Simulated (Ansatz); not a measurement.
Starting cell, HfO₂ (fluorite):

```
CELL_PARAMETERS angstrom
      0.00000     5.09813     5.09813
      2.54906     0.00000     2.54906
      2.54906     2.54906     0.00000
ATOMIC_POSITIONS crystal
  Hf 0.00000 0.00000 0.00000
  Hf 0.50000 0.00000 0.00000
  O  0.12500 0.25000 0.25000
  O  0.62500 0.25000 0.25000
  O  0.37500 0.75000 0.75000
  O  0.87500 0.75000 0.75000
```

In this cell atom 5 (O, nearest neighbour Hf at 2.208 Å; its periodic images, 3.6 Å or more away, move with it) is moved by s along Cartesian [111], unit vector (0.577, 0.577, 0.577); all other atoms and the cell stay fixed.

Computed with PBE (plane waves to 420 eV, PAW, scalar-relativistic; Ansatz, a quantum-chemistry and plane-wave program). k mesh 9×9×9 (Γ-centred), Fermi-Dirac smearing 0.05 eV. Energies are smeared free energies. Left out: 2 of 11 points, with atoms too close for the PAW data. HfO2 is run without spin polarisation. HfO2 was relaxed with its symmetry unable to fall. Spin-orbit coupling is left out, though Hf is heavy. The PAW data are Ansatz's earlier set. This is a high-temperature form of HfO2. The zero of ΔE is the undisplaced structure.

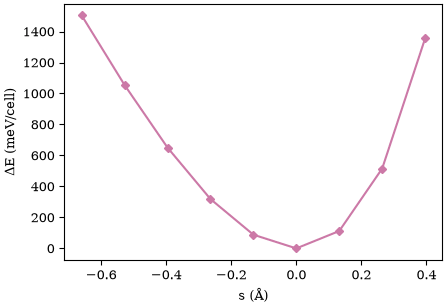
ΔE (meV/cell) against s (Å); markers are the computed points, lines only join them.

Is the energy the same for displacements of ±0.396 Å, and if not, which side lies higher?

Not even: the positive side lies higher at ±0.396 Å.

What is the energy change at s = 0.396 Å?

About 1400 meV/cell.

(For displaced atoms, the force is minus the slope of the energy, and its curvature is a force constant, which sets phonon frequencies.)
